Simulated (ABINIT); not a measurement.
# Quasiparticle gap of CaAlSiH (P3m1) in ABINIT, part 2 of 2

Wanted: ground state, empty states, screening and self-energy for CaAlSiH (P3m1).

ABINIT 10.8.3; PBEsol and many-body steps on it, plane waves. Known limits of the many-body steps: not at the basis limit; coarse k mesh.

So far. Step 2 (Ground state): The gap is indirect, with the least direct gap 0.93 eV higher. Step 3 (Empty states on the mesh, 3×3×4 mesh, 59 bands): On this mesh the gap is 0.573 eV. The earlier step found 0.289 eV, so this mesh misses an edge.

**4. Screening, 3×3×4 mesh, 55 bands, screening to 106.1 eV**

The RPA dielectric matrix is built and inverted for each q.

This step: RPA screening on PBEsol, plane waves, norm-conserving pseudopotentials.

File run.abi:

```
acell 3*1.0 Angstrom
rprim 
  4.143280229474 0.000000000031 0.000000000000
  -2.071640114764 3.588185933707 0.000000000000
  0.000000000000 0.000000000000 4.698226000000
ntypat 4
znucl 20 13 14 1
natom 4
typat 1 2 3 4
xred 
  0.000000000000 0.000000000000 0.999921000000
  0.666666666667 0.333333333333 0.457112000000
  0.333333333333 0.666666666667 0.565892000000
  0.666666666667 0.333333333333 0.083775000000
pp_dirpath "pseudos"
pseudos "Ca.upf, Al.upf, Si.upf, H.upf"
ecut 32
ngkpt 3 3 4
nshiftk 1
shiftk 0 0 0
kptopt 1
chksymbreak 0
istwfk *1
occopt 1
irdwfk 1
optdriver 3
nband 55
ecuteps 3.9
inclvkb 2
awtr 1
symchi 1
indata_prefix "in"
outdata_prefix "out"
tmpdata_prefix "tmp"
```

Started as:

```
$ OMP_NUM_THREADS=1 mpirun -n 4 abinit run.abi > log
```

Numbers of over 12 decimals in the logs are rounded to 6 here.

The program printed:

```text
.Version 10.8.3 of ABINIT. v10.8.2 released Aug 2026.

 Symmetries : space group P3 m 1 (#156); Bravais hP (primitive hexag.)
[... echo of the input left out ...]
== DATASET  1 ==================================================================
-   mpi_nproc: 4, omp_nthreads: 1 (-1 if OMP is not activated)

--- !DatasetInfo
iteration_state: {dtset: 1, }
dimensions: {natom: 4, nkpt: 10, mband: 55, nsppol: 1, nspinor: 1, nspden: 1, mpw: 4092, }
cutoff_energies: {ecut:  32.0, pawecutdg:  -1.0, }
electrons: {nelect:   1.80000000E+01, charge:   0.00000000E+00, occopt:   1.00000000E+00, tsmear:   1.00000000E-02, }

 SCREENING: Calculation of the susceptibility and dielectric matrices

 Based on a program developped by R.W. Godby, V. Olevano, G. Onida, and L. Reining.
 Incorporated in ABINIT by V. Olevano, G.-M. Rignanese, and M. Torrent.
.Using double precision arithmetic ; gwpc =  8

[... cell and pseudopotentials left out ...]
--------------------------------------------------------------------------------

 ==== K-mesh for the wavefunctions ====
 Number of points in the irreducible wedge :    10
[... list of points left out ...]
 Together with  6 symmetry operations and time-reversal symmetry
 yields    36 points in the full Brillouin Zone.

 ==== Q-mesh for the screening function ====
 Number of points in the irreducible wedge :    10
[... list of points left out ...]
 Together with  6 symmetry operations and time-reversal symmetry
 yields    36 points in the full Brillouin Zone.

 setmesh: FFT mesh size selected  =    24x   24x   32
          total number of points  =        18432

 vcoul_init : cutoff-mode = AUXILIARY_FUNCTION
 q-points for optical limit:   1
     1)      0.000010    0.000020    0.000030

- screening: taking advantage of time-reversal symmetry
- Maximum band index for partially occupied states nbvw = 9
- Remaining bands to be divided among processors   nbcw = 46
- Number of bands treated by each node ~11

 Number of electrons calculated from density =   18.0000; Expected =   18.0000
 average of density, n =  0.038188
 r_s =    1.8422
 omega_plasma =   18.8502 [eV]

 calculating chi0 at frequencies [eV] :
  1    0.000000E+00    0.000000E+00
  2    0.000000E+00    1.885024E+01

--------------------------------------------------------------------------------
  q-point number  1        q = ( 0.000000, 0.000000, 0.000000) [r.l.u.]
--------------------------------------------------------------------------------
[... chi0 elements left out ...]
 For q-point:  0.000010 0.000020 0.000030
  dielectric constant =  21.4166
  dielectric constant without local fields =  24.2275

  Average fulfillment of the sum rule on Im[epsilon] for q-point    1 :     61.40  [%]
[... wings left out ...]
  q-point number  2        q = ( 0.333333, 0.000000, 0.000000) [r.l.u.]
--------------------------------------------------------------------------------
[... chi0 elements left out ...]
  Average fulfillment of the sum rule on Im[epsilon] for q-point    2 :     70.55  [%]

 [... 8 further q-points ...]
```

Elapsed: 9.5 s, on 4 MPI ranks of Arm Neoverse V2, shared host; peak memory 0.66 GiB; 38 s of CPU time.

Numbers from this step:

```
ε∞ with local fields, on this mesh, along the program's q direction : 21.42
the same without local fields                                       : 24.23
plasma frequency                                                    : 18.85 eV
plane waves in the screening matrix                                 : 163
```

Local fields lower ε∞ by 12 %. On a Γ-centred mesh this coarse the value itself is usually too large, while a short band sum pulls it down.

**5. Self-energy, 3×3×4 mesh, 55 bands, screening to 106.1 eV**

The self-energy is evaluated for the states that the input lists, and the levels follow from it, in one-shot runs by the linearised quasiparticle equation.

This step: G0W0 on PBEsol, plane waves, norm-conserving pseudopotentials.

Edit run.abi of step 4 so:

```diff
@@ -25,8 +25,19 @@
 irdwfk 1
-optdriver 3
+optdriver 4
 nband 55
+gwcalctyp 0
+ecutsigx 32
+symsigma 1
+nkptgw 3
+kptgw 
+  0.0000000000 0.0000000000 0.5000000000
+  -0.3333333333 0.0000000000 0.2500000000
+  0.0000000000 0.0000000000 0.0000000000
+bdgw 
+  7 11
+  8 11
+  8 12
 ecuteps 3.9
-inclvkb 2
-awtr 1
-symchi 1
+irdscr 1
+ppmodel 1
 indata_prefix "in"
```

The program printed:

```text
.Version 10.8.3 of ABINIT. v10.8.2 released Aug 2026.

 Symmetries : space group P3 m 1 (#156); Bravais hP (primitive hexag.)
[... echo of the input left out ...]
== DATASET  1 ==================================================================
-   mpi_nproc: 4, omp_nthreads: 1 (-1 if OMP is not activated)

--- !DatasetInfo
iteration_state: {dtset: 1, }
dimensions: {natom: 4, nkpt: 10, mband: 55, nsppol: 1, nspinor: 1, nspden: 1, mpw: 4092, }
cutoff_energies: {ecut:  32.0, pawecutdg:  -1.0, }
electrons: {nelect:   1.80000000E+01, charge:   0.00000000E+00, occopt:   1.00000000E+00, tsmear:   1.00000000E-02, }

 SIGMA: Calculation of the GW corrections

 Based on a program developped by R.W. Godby, V. Olevano, G. Onida, and L. Reining.
 Incorporated in ABINIT by V. Olevano, G.-M. Rignanese, and M. Torrent.
.Using double precision arithmetic ; gwpc =  8

[... cell and pseudopotentials left out ...]
--------------------------------------------------------------------------------

 ==== K-mesh for the wavefunctions ====
 Number of points in the irreducible wedge :    10
[... list of points left out ...]
 Together with  6 symmetry operations and time-reversal symmetry
 yields    36 points in the full Brillouin Zone.

 ==== Q-mesh for screening function ====
 Number of points in the irreducible wedge :    10
[... list of points left out ...]
 Together with  6 symmetry operations and time-reversal symmetry
 yields    36 points in the full Brillouin Zone.

 vcoul_init : cutoff-mode = AUXILIARY_FUNCTION
 q-points for optical limit:   1
     1)      0.000010    0.000020    0.000030
 setmesh: FFT mesh size selected  =    36x   36x   45
          total number of points  =        58320

 Number of electrons calculated from density =   18.0000; Expected =   18.0000
 average of density, n =  0.038188
 r_s =    1.8422
 omega_plasma =   18.8502 [eV]

 === KS Band Gaps ===
  >>>> For spin  1
   Minimum direct gap =   1.3645 [eV], located at k-point      :   0.0000  0.0000  0.5000
   Fundamental gap    =   0.5729 [eV], Top of valence bands at :   0.0000  0.0000  0.5000
                                       Bottom of conduction at :  -0.3333  0.0000  0.2500
 SIGMA fundamental parameters:
 PLASMON POLE MODEL  1
 number of plane-waves for SigmaX                 4055
 number of plane-waves for SigmaC and W            163
 number of plane-waves for wavefunctions          4055
 number of bands                                    55
 number of independent spin polarizations            1
 number of spinorial components                      1
 number of k-points in IBZ                          10
 number of q-points in IBZ                          10
 number of symmetry operations                       6
 number of k-points in BZ                           36
 number of q-points in BZ                           36
 number of frequencies for dSigma/dE                 9
 frequency step for dSigma/dE [eV]                0.25
 number of omega for Sigma on real axis              0
 max omega for Sigma on real axis  [eV]           0.00
 zcut for avoiding poles [eV]                     0.10

 EPSILON^-1 parameters (SCR file):
 dimension of the eps^-1 matrix on file            163
 dimension of the eps^-1 matrix used               163
 number of plane-waves for wavefunctions          4055
 number of bands                                    55
 number of q-points in IBZ                          10
 number of frequencies                               2
 number of real frequencies                          1
 number of imag frequencies                          1

 matrix elements of self-energy operator (all in [eV])

 Perturbative Calculation

--- !SelfEnergy_ee
iteration_state: {dtset: 1, }
kpoint     : [   0.000,    0.000,    0.500, ]
spin       : 1
KS_gap     :    1.365
QP_gap     :    2.286
Delta_QP_KS:    0.922
data: !SigmaeeData |
     Band     E0 <VxcDFT>   SigX SigC(E0)      Z dSigC/dE  Sig(E)    E-E0       E
        7   5.143 -10.508 -12.057   1.331   0.759  -0.318 -10.674  -0.165   4.978
        8   5.143 -10.508 -12.057   1.331   0.759  -0.318 -10.674  -0.165   4.978
        9   5.611 -10.596 -11.761   1.061   0.766  -0.306 -10.675  -0.079   5.531
       10   6.975 -10.838  -6.035  -3.712   0.772  -0.295  -9.996   0.843   7.818
       11   6.975 -10.838  -6.035  -3.712   0.772  -0.295  -9.996   0.843   7.818

--- !SelfEnergy_ee
iteration_state: {dtset: 1, }
kpoint     : [  -0.333,    0.000,    0.250, ]
spin       : 1
KS_gap     :    1.658
QP_gap     :    2.253
Delta_QP_KS:    0.595
data: !SigmaeeData |
     Band     E0 <VxcDFT>   SigX SigC(E0)      Z dSigC/dE  Sig(E)    E-E0       E
        8   3.857 -10.184 -12.132   1.712   0.753  -0.328 -10.362  -0.178   3.678
        9   4.526 -10.017 -11.139   1.050   0.763  -0.311 -10.072  -0.055   4.470
       10   6.183  -9.651  -5.511  -3.443   0.774  -0.291  -9.111   0.540   6.723
       11   7.703 -10.350  -5.678  -3.794   0.774  -0.292  -9.671   0.679   8.382

--- !SelfEnergy_ee
iteration_state: {dtset: 1, }
kpoint     : [   0.000,    0.000,    0.000, ]
spin       : 1
KS_gap     :    2.393
QP_gap     :    2.988
Delta_QP_KS:    0.595
data: !SigmaeeData |
     Band     E0 <VxcDFT>   SigX SigC(E0)      Z dSigC/dE  Sig(E)    E-E0       E
        8   4.679 -10.437 -11.992   1.436   0.757  -0.320 -10.528  -0.090   4.589
        9   4.679 -10.437 -11.992   1.436   0.757  -0.320 -10.528  -0.090   4.589
       10   7.073  -9.680  -5.261  -3.762   0.769  -0.300  -9.175   0.505   7.577
       11   8.143  -9.888  -5.296  -3.874   0.769  -0.301  -9.336   0.552   8.695
       12   8.143  -9.888  -5.296  -3.874   0.769  -0.301  -9.336   0.552   8.695

== END DATASET(S) ==============================================================
================================================================================

 -outvars: echo values of variables after computation  --------
           etotal      0.0000000000E+00
            nband          55
             nkpt          10
          spgroup         156
 [... the other variables as echoed above ...]

 Calculation completed.
```

Run time: 6.2 s. Hardware: 4 MPI ranks; peak memory 0.6 GiB.

This step gave:

```yaml
g0w0_gap_on_the_points_computed: 1.192 eV
starting_gap_on_the_mesh: 0.5728 eV
k_of_the_valence_top: 0, 0, 0.5
k_of_the_conduction_bottom: -0.3333, 0, 0.25
z_at_the_valence_top: 0.766
z_at_the_conduction_bottom: 0.774
least_direct_g0w0_gap_on_the_computed_points: 2.253 eV
```

The gap on the mesh goes from 0.57 eV to 1.19 eV, a correction of +0.62 eV. The start differs from the 0.29 eV found before because the two sample other k points.

Limits: finite bands, cutoff and mesh; coarse k mesh. v1 is the top filled band, c1 the lowest empty one. Levels before and after the correction, in eV, zero at the valence-band top of each column:

```csv
,conduction bottom,valence top
Kohn-Sham,0.57,0.00
G0W0,1.19,0.00
```

```csv
,level,energy (eV)
Kohn-Sham,(0 0 0.5) v3-v2,-0.467
Kohn-Sham,(0 0 0.5) v1,0.000
Kohn-Sham,(0 0 0.5) c1-c2,1.364
Kohn-Sham,(-0.333 0 0.25) v2,-1.754
Kohn-Sham,(-0.333 0 0.25) v1,-1.085
Kohn-Sham,(-0.333 0 0.25) c1,0.573
Kohn-Sham,(-0.333 0 0.25) c2,2.092
G0W0,(0 0 0.5) v3-v2,-0.553
G0W0,(0 0 0.5) v1,0.000
G0W0,(0 0 0.5) c1-c2,2.287
G0W0,(-0.333 0 0.25) v2,-1.853
G0W0,(-0.333 0 0.25) v1,-1.061
G0W0,(-0.333 0 0.25) c1,1.192
G0W0,(-0.333 0 0.25) c2,2.851
```

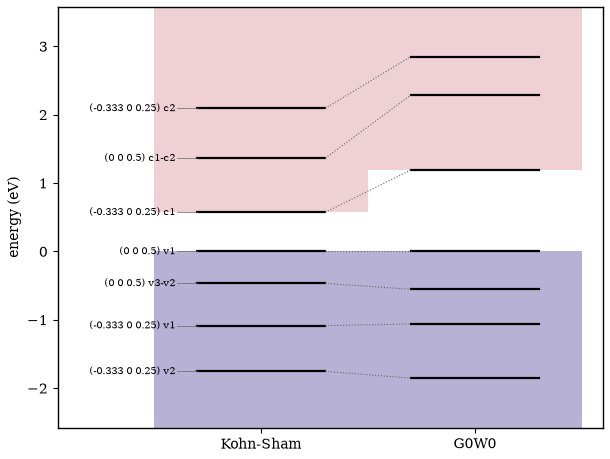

Levels before and after the correction. Shaded: valence and conduction bands.

**6. Where the time went**

Times are wall times on 4 MPI ranks of Arm Neoverse V2, shared host, good to a factor of about two.

```csv
step,time,share,memory (GiB)
ground state,14 s,29 %,0.36
empty states on the mesh,18 s,38 %,0.35
screening,9.5 s,20 %,0.66
self-energy,6.2 s,13 %,0.6
```

**7. Results**

| Quantity | Value |
| --- | --- |
| PBEsol gap | 0.29 eV, indirect |
| G0W0 gap on the mesh | 1.19 eV |
| G0W0 gap over the zone (rigid shift) | 0.91 eV |
| GW settings | 3×3×4 mesh, 55 bands, screening to 106.1 eV, Godby-Needs plasmon pole |
| known limits | not at the basis limit; coarse k mesh |

In words: G0W0 moves the gap on the mesh from 0.57 eV to 1.19 eV (+0.62 eV), with Z of 0.77 and 0.77 at the edges. The mesh misses the band edges by 0.28 eV in all; a rigid shift gives 0.91 eV for the zone. Local fields lower the RPA ε∞ on this mesh from 24.23 to 21.42; a Γ-centred mesh this coarse tends to raise both, most where the direct gap is narrow, while a short band sum lowers them. Only 3 of the mesh's irreducible points were corrected, so a valley elsewhere could overtake. Bands and cutoff are finite, so the gap is not at the basis limit. The miss can reach some tenths of an eV and take either sign; the mesh is an error of its own. In the G0W0 run levels were corrected at 3 k points alone, so a gap called «on the mesh» is the least over those, and an edge elsewhere would be missed. A denser mesh or path gives a starting gap of 0.29 eV: the GW mesh misses a band edge, so its gaps are not the fundamental one. The 3×3×4 mesh is coarse for this cell, which bears on the long-range parts of exchange and screening.

[Paths, hosts, dates, memory and timing lines, banners, echoed tables and standing remarks are left out of the program output.]

[Logs are printed without paths, hosts, clocks, repeated set-up lines and the standing remarks that a program may print on its own settings, such as how far it seeks lower states.]

[Runs of the session that timed out or met a known fault of the program may be left out.]

[Hosts, paths, dates, database ids (printed as entryN), source tags and the programs' standing remarks are cut or masked in the printed files.]

[G0W0 gaps are taken among the corrected bands and points alone; a level outside them can change the order at an edge.]

[Where Ansatz stands beside ABINIT at settings called matched, ABINIT's density can come from a denser mesh and the files from another edition; pairs whose starting gaps differed by over 0.03 eV were left out, so agreement reads better than it is.]
